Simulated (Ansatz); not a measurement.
**Geometry relaxation, with input and output: B2H7**

The run: geometry relaxation of B2H7, multiplicity 2. Method and program: UKS PBE0-D4/def2-TZVPD (Ansatz 0.2.0).

The geometry: PBE0-D4/def2-TZVPD start. Figures and captions count atoms from 1; the log counts them from 0 in places.

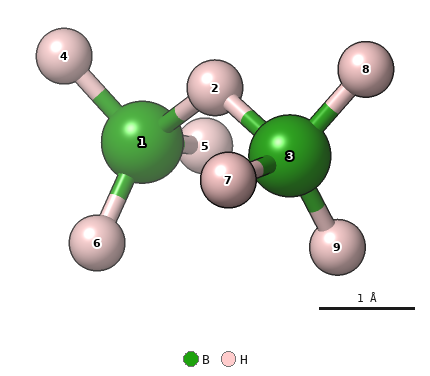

Fig. 1: The structure as given in the input (ball-and-stick view, seen at a tilt; atoms are numbered from 1 in the order of the input).

Input file
```yaml
crystal:
  periodic: [false, false, false]
  atoms:
    - {symbol: B, position_ang: [0.868019, 0.359066, -0.649125]}
    - {symbol: H, position_ang: [-0.169782, 0.597123, 0.119058]}
    - {symbol: B, position_ang: [-0.859245, -0.389692, 0.642983]}
    - {symbol: H, position_ang: [0.772837, 1.422366, -1.249105]}
    - {symbol: H, position_ang: [1.832493, 0.320337, 0.089564]}
    - {symbol: H, position_ang: [0.755497, -0.597450, -1.380488]}
    - {symbol: H, position_ang: [-1.750012, -0.630493, -0.148432]}
    - {symbol: H, position_ang: [-1.241629, 0.271615, 1.600051]}
    - {symbol: H, position_ang: [-0.208167, -1.352872, 0.975504]}
basis:
  gaussian: {orbitals: def2-TZVPD}
magnetization: {spin_polarized: true, initial_magnetization: 1}
hamiltonian: {xc: pbe0, dispersion: d4}
scf: {lower_state_search: "off"}
output: {orbitals: {seedname: orbitals}}
relax: {f_tol: 0.02, max_steps: 100}
```

Launched with:
```bash
ansatz run in.yaml --threads 4 --pin off --events-out ev --progress --plain --max-ram 3916MiB
```

Log
```
Functional definition: PBE0
  name "PBE0"
  cite "Adamo & Barone, J. Chem. Phys. 110, 6158 (1999) doi:10.1063/1.478522"
  cite "Perdew, Burke & Ernzerhof, Phys. Rev. Lett. 77, 3865 (1996) doi:10.1103/PhysRevLett.77.3865"
  parent pbe
  parameter a = 0.25
  parameter kappa = 0.804
  parameter beta = 0.06672455060314922
  exchange = (1 - a)*pbe_x(kappa = kappa, mu = beta*pi^2/3) + a*exact_x
  correlation = pbe_c(beta = beta)
these checks for a lower state are left out or cut short: stability, starts, cluster_reference, orbital_swaps, neighbouring_geometries, increment
687 factors; their error is unknown
mean field evaluation 1: about -1457.7447 eV, gradient 1.9e1 eV
mean field evaluation 2: about -1458.8002 eV, gradient 1.4e1 eV
mean field evaluation 4: about -1460.0361 eV, gradient 4.8e-1 eV
mean field evaluation 8: about -1460.0371 eV, gradient 3.8e-2 eV
mean field evaluation 16: about -1460.0297 eV, gradient 1.2e-3 eV
mean field evaluation 32: about -1460.0297 eV, gradient 6.5e-6 eV
mean field -1460.02967288 eV, -53.6551008345 hartree, gradient 6.5e-6 eV, S^2 0.757097; 0 other end points of the search recorded, 0 dependent functions left out
the calculation of the forces begins
reference -1460.02970657 eV, -53.6551020729 hartree; 9, 8 occupied and 128, 129 virtual orbitals, 687 factors
relax step   1: F+E_penalty+E_count = -1460.10278809 eV  Δ(F+E_penalty+E_count) = +0.000e0 eV  max|allowed force component| = 2.681e0 eV/Å  Δτ_max = 0.0000 Å  (25 SCF iters, accepted)
these checks for a lower state are left out or cut short: stability, starts, cluster_reference, orbital_swaps, neighbouring_geometries, increment
687 factors; their error is unknown
mean field -1460.77028589 eV, -53.6823178609 hartree, gradient 2.8e-6 eV, S^2 0.757300; 0 other end points of the search recorded, 0 dependent functions left out
[... from here on the field's lines of each further geometry are left out, up to the last ...]
relax step   2: F+E_penalty+E_count = -1460.84384064 eV  Δ(F+E_penalty+E_count) = -7.411e-1 eV  max|allowed force component| = 8.327e-1 eV/Å  Δτ_max = 0.1934 Å  (19 SCF iters, accepted)
relax step   3: F+E_penalty+E_count = -1461.24488838 eV  Δ(F+E_penalty+E_count) = -4.010e-1 eV  max|allowed force component| = 8.510e-1 eV/Å  Δτ_max = 0.1931 Å  (23 SCF iters, accepted)
relax step   4: F+E_penalty+E_count = -1461.31078251 eV  Δ(F+E_penalty+E_count) = -6.589e-2 eV  max|allowed force component| = 5.773e-1 eV/Å  Δτ_max = 0.1014 Å  (20 SCF iters, accepted)
relax step   5: F+E_penalty+E_count = -1461.32940108 eV  Δ(F+E_penalty+E_count) = -1.862e-2 eV  max|allowed force component| = 1.607e-1 eV/Å  Δτ_max = 0.0456 Å  (20 SCF iters, accepted)
relax step   6: F+E_penalty+E_count = -1461.33450130 eV  Δ(F+E_penalty+E_count) = -5.100e-3 eV  max|allowed force component| = 2.065e-1 eV/Å  Δτ_max = 0.0235 Å  (21 SCF iters, accepted)
relax step   7: F+E_penalty+E_count = -1461.38202892 eV  Δ(F+E_penalty+E_count) = -4.753e-2 eV  max|allowed force component| = 1.249e0 eV/Å  Δτ_max = 0.1970 Å  (25 SCF iters, accepted)
relax step   8: F+E_penalty+E_count = -1461.42182752 eV  Δ(F+E_penalty+E_count) = -3.980e-2 eV  max|allowed force component| = 1.184e0 eV/Å  Δτ_max = 0.0590 Å  (19 SCF iters, accepted)
relax step   9: F+E_penalty+E_count = -1461.57542836 eV  Δ(F+E_penalty+E_count) = -1.536e-1 eV  max|allowed force component| = 1.077e0 eV/Å  Δτ_max = 0.1951 Å  (22 SCF iters, accepted)
relax step  10: F+E_penalty+E_count = -1461.63481053 eV  Δ(F+E_penalty+E_count) = -5.938e-2 eV  max|allowed force component| = 7.435e-1 eV/Å  Δτ_max = 0.1132 Å  (19 SCF iters, accepted)
relax step  11: F+E_penalty+E_count = -1461.66864500 eV  Δ(F+E_penalty+E_count) = -3.383e-2 eV  max|allowed force component| = 6.132e-1 eV/Å  Δτ_max = 0.1751 Å  (19 SCF iters, accepted)
relax step  12: F+E_penalty+E_count = -1461.67091097 eV  Δ(F+E_penalty+E_count) = -2.266e-3 eV  max|allowed force component| = 4.109e-1 eV/Å  Δτ_max = 0.1048 Å  (18 SCF iters, accepted)
the calculation of the forces begins
reference -1461.61726672 eV, -53.7134438322 hartree; 9, 8 occupied and 128, 129 virtual orbitals, 687 factors
relax step  13: F+E_penalty+E_count = -1461.69231691 eV  Δ(F+E_penalty+E_count) = -2.141e-2 eV  max|allowed force component| = 7.899e-2 eV/Å  Δτ_max = 0.0575 Å  (19 SCF iters, accepted)
these checks for a lower state are left out or cut short: stability, starts, cluster_reference, orbital_swaps, neighbouring_geometries, increment
687 factors; their error is unknown
mean field evaluation 128: about -1461.6177 eV, gradient 2.3e-6 eV
mean field -1461.61769487 eV, -53.7134595666 hartree, gradient 2.3e-6 eV, S^2 0.757027; 0 other end points of the search recorded, 0 dependent functions left out
the calculation of the forces begins
reference -1461.61772935 eV, -53.7134608336 hartree; 9, 8 occupied and 128, 129 virtual orbitals, 687 factors
relax step  14: F+E_penalty+E_count = -1461.69279507 eV  Δ(F+E_penalty+E_count) = -4.782e-4 eV  max|allowed force component| = 1.820e-2 eV/Å  Δτ_max = 0.0087 Å  (20 SCF iters, accepted)
```

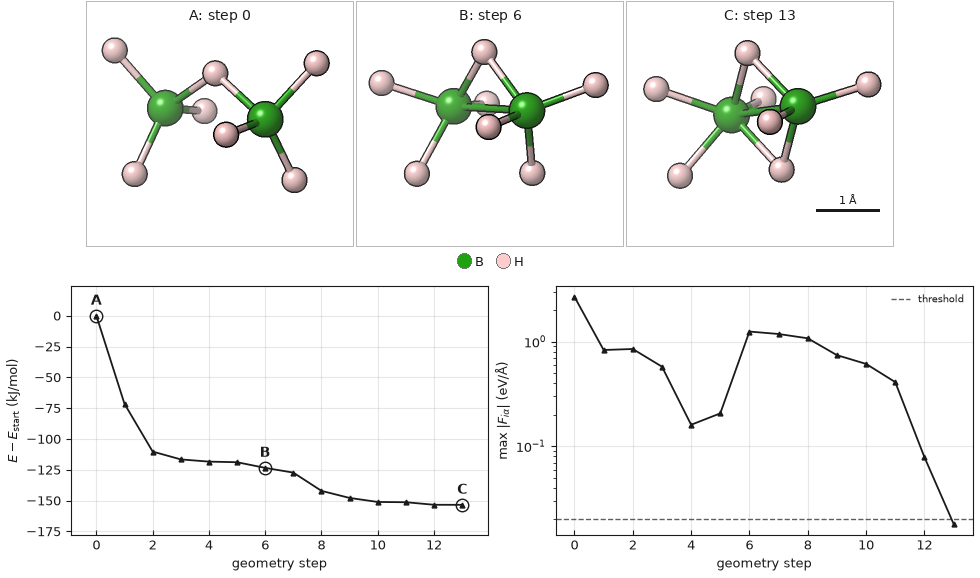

Fig. 2: Frames of the relaxation (ball-and-stick view, seen at a tilt) above the curves, on which the letters mark them (the first geometry is step 0 here and step 1 in the log).

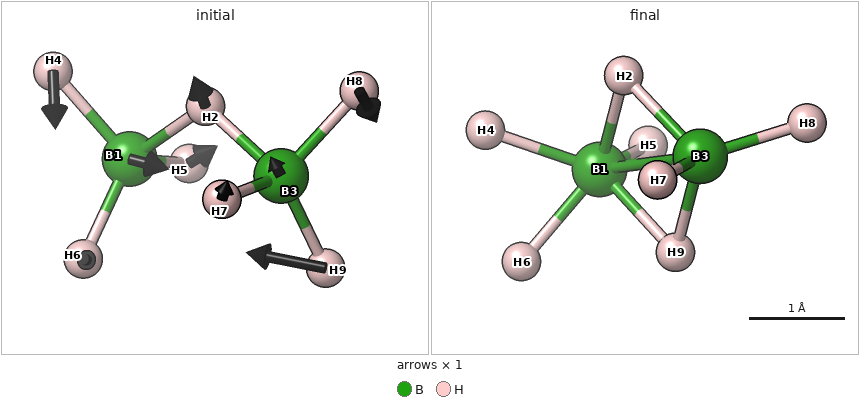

Fig. 3: Before (left) and after (right) the relaxation, at one scale (ball-and-stick view, seen at a tilt). The black arrows give the displacements, at true length. After 13 geometry steps the energy has fallen by 153.4 kJ/mol. Largest force component: 2.7 eV/Å at the start, 0.018 eV/Å at the end. The atom that moves furthest after the best rigid fit is H9 (0.89 Å). By element the largest moves are H 0.89 Å, B 0.46 Å. Distances before and after: B1–H9 2.594 → 1.379 Å, B1–B3 2.283 → 1.829 Å, B3–H9 1.209 → 1.299 Å, B1–H6 1.209 → 1.272 Å. New bonds form: B1–H9 (2.59 → 1.38 Å). Among the angles that change: H4–B1–H6 112.5° → 68.8°, B1–H2–B3 120.8° → 86.3°, H2–B3–H9 115.2° → 97.1°. (Atoms are counted from 1 in the order of the input.)

```
Total energy: -1461.69282954 eV, -53.7162207148 hartree
Atom 0 at     0.708409     0.132142    -0.266498 Å, force    -0.009420     0.000706    -0.001284 eV/Å
Atom 1 at    -0.372982     0.917189     0.046727 Å, force    -0.005265     0.002577     0.011591 eV/Å
Atom 2 at    -0.900241    -0.159202     0.552531 Å, force     0.018204     0.003005    -0.004684 eV/Å
Atom 3 at     0.697499     0.801588    -1.351672 Å, force     0.001796     0.001112    -0.013122 eV/Å
Atom 4 at     1.626860     0.380710     0.443484 Å, force     0.009688    -0.000612     0.000434 eV/Å
Atom 5 at     0.978250    -0.607184    -1.265321 Å, force    -0.000932     0.004726     0.011641 eV/Å
Atom 6 at    -1.861543    -0.420838    -0.102058 Å, force    -0.003388    -0.002866    -0.001156 eV/Å
Atom 7 at    -0.920404    -0.063828     1.738452 Å, force    -0.000299    -0.002238    -0.009484 eV/Å
Atom 8 at     0.044161    -0.980577     0.204364 Å, force    -0.010385    -0.006409     0.006064 eV/Å
Dipole moment:     0.131055     0.013784    -0.236595 e Å
Checks for a lower state left out: stability, starts, cluster_reference, orbital_swaps, neighbouring_geometries, increment
```

Trajectory as extended XYZ (Å, eV, eV/Å), 11 of the 14 frames kept, from step=1 to step=14
```
9
Properties=species:S:1:pos:R:3:forces:R:3 step=1 energy=-1460.10279
B     0.8680    0.3591   -0.6491    0.2753  -0.3831   2.6815
H    -0.1698    0.5971    0.1191    0.0317  -0.1231  -0.0178
B    -0.8592   -0.3897    0.6430   -0.4375   0.6522  -2.6506
H     0.7728    1.4224   -1.2491    0.0580  -0.0810  -0.8586
H     1.8325    0.3203    0.0896   -0.3504   0.3115  -0.1630
H     0.7555   -0.5975   -1.3805   -0.7087  -0.1519  -0.8426
H    -1.7500   -0.6305   -0.1484    0.2081   0.3111   0.3028
H    -1.2416    0.2716    1.6001    0.1330  -0.4151   0.7601
H    -0.2082   -1.3529    0.9755    0.7905  -0.1207   0.7883
9
Properties=species:S:1:pos:R:3:forces:R:3 step=2 energy=-1460.84384
B     0.8495    0.3315   -0.5384   -0.3524  -0.0621   0.8327
H    -0.1980    0.6925    0.1375   -0.0945   0.3493   0.0655
B    -0.8451   -0.3596    0.5329    0.2177   0.4473  -0.7258
H     0.8322    1.2949   -1.3537    0.0202  -0.6427  -0.0192
H     1.8151    0.3425    0.1799   -0.2426   0.0191  -0.1140
H     0.5708   -0.5927   -1.3234   -0.2113   0.1370  -0.0514
H    -1.7552   -0.5805   -0.2215    0.2061   0.0932   0.1338
H    -1.2096    0.1073    1.6469    0.3087  -0.5248  -0.2395
H    -0.0598   -1.2359    0.9400    0.1480   0.1837   0.1179
9
Properties=species:S:1:pos:R:3:forces:R:3 step=4 energy=-1461.31078
B     0.7594    0.3229   -0.3941    0.1125   0.2136  -0.4260
H    -0.2574    0.9018    0.1804   -0.0132   0.0864   0.0073
B    -0.7825   -0.2674    0.4123   -0.1855  -0.0643   0.5773
H     0.8526    1.0185   -1.4321   -0.0795  -0.2043   0.3862
H     1.7392    0.3464    0.2844   -0.0169  -0.0439  -0.0081
H     0.3848   -0.5986   -1.1504    0.0524  -0.0093   0.0419
H    -1.7034   -0.5018   -0.3065    0.0403  -0.0246  -0.0229
H    -1.0890   -0.1450    1.6186    0.1180   0.0285  -0.4576
H     0.0963   -1.0769    0.7875   -0.0281   0.0179  -0.0981
9
Properties=species:S:1:pos:R:3:forces:R:3 step=5 energy=-1461.32940
B     0.7614    0.3272   -0.3930   -0.0127   0.0194   0.0422
H    -0.2590    0.9042    0.1813    0.0060   0.0372  -0.0104
B    -0.7906   -0.2634    0.4208   -0.0927   0.0326   0.1607
H     0.8315    1.0066   -1.4126    0.0059  -0.0002  -0.0100
H     1.7374    0.3442    0.2907   -0.0017  -0.0066  -0.0184
H     0.3875   -0.6141   -1.1234    0.0542  -0.0390  -0.0716
H    -1.7012   -0.4993   -0.3107    0.0254  -0.0128  -0.0066
H    -1.0749   -0.1326    1.6035   -0.0081   0.0087  -0.0441
H     0.1079   -1.0728    0.7435    0.0237  -0.0392  -0.0419
9
Properties=species:S:1:pos:R:3:forces:R:3 step=6 energy=-1461.33450
B     0.7606    0.3276   -0.3923   -0.0740  -0.1337   0.2065
H    -0.2623    0.9050    0.1799    0.0208   0.0146  -0.0262
B    -0.7988   -0.2597    0.4333   -0.0623   0.0310   0.0885
H     0.8309    1.0006   -1.4119   -0.0008   0.0410  -0.1011
H     1.7361    0.3480    0.2912    0.0067   0.0157  -0.0129
H     0.4090   -0.6189   -1.1314    0.0523   0.0076  -0.0757
H    -1.7045   -0.4965   -0.3034    0.0192  -0.0063  -0.0188
H    -1.0777   -0.1291    1.6107   -0.0132   0.0263   0.0183
H     0.1069   -1.0770    0.7240    0.0513   0.0038  -0.0786
9
Properties=species:S:1:pos:R:3:forces:R:3 step=7 energy=-1461.38203
B     0.7420    0.3095   -0.3617   -0.3416  -1.2494   0.8908
H    -0.2968    0.9182    0.1672    0.0887  -0.1278  -0.0991
B    -0.8672   -0.2267    0.5363    0.6611  -0.4012  -0.7593
H     0.8151    0.9307   -1.3980   -0.0894   0.2797  -0.5783
H     1.7209    0.3728    0.3086    0.0474   0.1275   0.0277
H     0.5853   -0.6502   -1.2136    0.0862   0.4858   0.1646
H    -1.7254   -0.4739   -0.2503   -0.0990   0.0041   0.0224
H    -1.0983   -0.0893    1.6767   -0.0663   0.1825   0.6016
H     0.1244   -1.0910    0.5347   -0.2869   0.6988  -0.2705
9
Properties=species:S:1:pos:R:3:forces:R:3 step=9 energy=-1461.57543
B     0.7199    0.2203   -0.2834   -0.1286  -1.0770  -0.0247
H    -0.3424    0.9243    0.0962   -0.1160  -0.2410   0.0179
B    -0.9051   -0.2048    0.5531    0.6363   0.0312  -0.1958
H     0.7755    0.8609   -1.3444   -0.0670   0.1374  -0.2850
H     1.6893    0.3887    0.3901   -0.1085   0.0043   0.0089
H     0.7664   -0.6635   -1.2646    0.1568   0.5603   0.3325
H    -1.8227   -0.4652   -0.1665    0.0803  -0.0013   0.0402
H    -1.0149   -0.0418    1.7270    0.0287  -0.0693   0.0184
H     0.1339   -1.0189    0.2925   -0.4820   0.6554   0.0876
9
Properties=species:S:1:pos:R:3:forces:R:3 step=10 energy=-1461.63481
B     0.6999    0.1512   -0.2580    0.4419   0.1055  -0.5232
H    -0.3693    0.9361    0.0370   -0.1504  -0.1206   0.1244
B    -0.9006   -0.1635    0.5269   -0.0972   0.2145   0.7435
H     0.7402    0.8274   -1.3301   -0.0145  -0.0298  -0.0568
H     1.6408    0.3724    0.4427   -0.1124  -0.0254  -0.0674
H     0.8636   -0.6588   -1.2572    0.1766   0.3047   0.1291
H    -1.8611   -0.4480   -0.1289    0.1975   0.0058   0.0107
H    -0.9275   -0.0892    1.7389   -0.0427   0.0048  -0.5472
H     0.1140   -0.9275    0.2286   -0.3988  -0.4595   0.1869
9
Properties=species:S:1:pos:R:3:forces:R:3 step=11 energy=-1461.66864
B     0.6986    0.1224   -0.2683    0.1806  -0.0782  -0.0880
H    -0.3806    0.9030    0.0306   -0.1033   0.0720   0.0728
B    -0.9164   -0.1571    0.5796    0.4337  -0.0608  -0.6132
H     0.7183    0.7978   -1.3449   -0.0740   0.0540  -0.0482
H     1.6132    0.3692    0.4471    0.0166   0.0112   0.0151
H     1.0172   -0.5887   -1.3034   -0.1650   0.0568   0.3189
H    -1.8674   -0.4261   -0.0778   -0.1350  -0.0360  -0.0219
H    -0.9296   -0.0385    1.7523    0.0717  -0.0270   0.2342
H     0.0468   -0.9821    0.1849   -0.2255   0.0080   0.1303
9
Properties=species:S:1:pos:R:3:forces:R:3 step=13 energy=-1461.69232
B     0.7075    0.1342   -0.2703    0.0027   0.0149   0.0735
H    -0.3756    0.9179    0.0415   -0.0068  -0.0053   0.0159
B    -0.9014   -0.1578    0.5545    0.0430  -0.0181  -0.0790
H     0.7042    0.8066   -1.3540   -0.0105  -0.0127   0.0008
H     1.6230    0.3796    0.4464   -0.0041   0.0027  -0.0206
H     0.9787   -0.6120   -1.2603    0.0033  -0.0029  -0.0286
H    -1.8645   -0.4220   -0.0972    0.0013   0.0023   0.0045
H    -0.9162   -0.0676    1.7393    0.0004   0.0153   0.0246
H     0.0442   -0.9789    0.2000   -0.0294   0.0039   0.0089
9
Properties=species:S:1:pos:R:3:forces:R:3 step=14 energy=-1461.69279
B     0.7084    0.1321   -0.2665   -0.0094   0.0007  -0.0013
H    -0.3730    0.9172    0.0467   -0.0053   0.0026   0.0116
B    -0.9002   -0.1592    0.5525    0.0182   0.0030  -0.0047
H     0.6975    0.8016   -1.3517    0.0018   0.0011  -0.0131
H     1.6269    0.3807    0.4435    0.0097  -0.0006   0.0004
H     0.9782   -0.6072   -1.2653   -0.0009   0.0047   0.0116
H    -1.8615   -0.4208   -0.1021   -0.0034  -0.0029  -0.0012
H    -0.9204   -0.0638    1.7385   -0.0003  -0.0022  -0.0095
H     0.0442   -0.9806    0.2044   -0.0104  -0.0064   0.0061
```

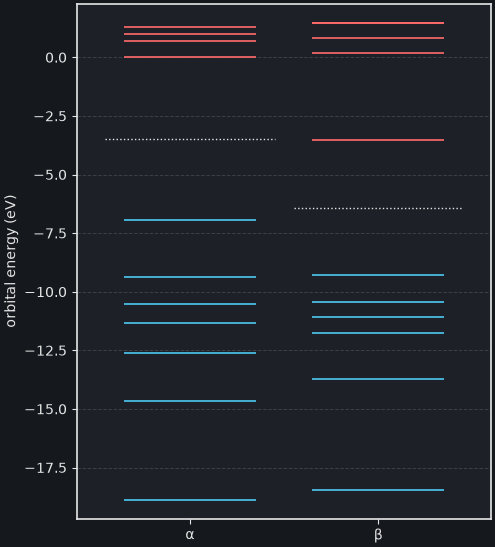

Fig. 4: Orbital energies near the frontier for α and β spins; the dotted line parts filled from empty levels, and levels within 0.02 eV of each other stand side by side. α: highest filled −6.95 eV, lowest empty −0.01 eV, 6.94 eV apart; β: highest filled −9.29 eV, lowest empty −3.54 eV, 5.75 eV apart.

Summary

```json
{"quantity": "outcome", "value": "converged"}
{"quantity": "total energy", "value": "−1461.6928 eV"}
{"quantity": "mean-field energy", "value": "−1461.6177 eV"}
{"quantity": "dispersion energy", "value": "−0.0751 eV"}
{"quantity": "⟨S²⟩", "value": "0.757"}
{"quantity": "HOMO (either spin)", "value": "−6.95 eV"}
{"quantity": "LUMO (either spin)", "value": "−3.54 eV"}
{"quantity": "largest force (length of the vector) at the end", "value": "0.019 eV/Å"}
{"quantity": "dipole moment", "value": "1.30 D"}
{"quantity": "hardware", "value": "4 threads of Arm Neoverse V1, 95 GiB of memory available, shared host"}
{"quantity": "wall time", "value": "14 s (CPU time 49 s)"}
{"quantity": "peak memory", "value": "0.22 GiB"}
```
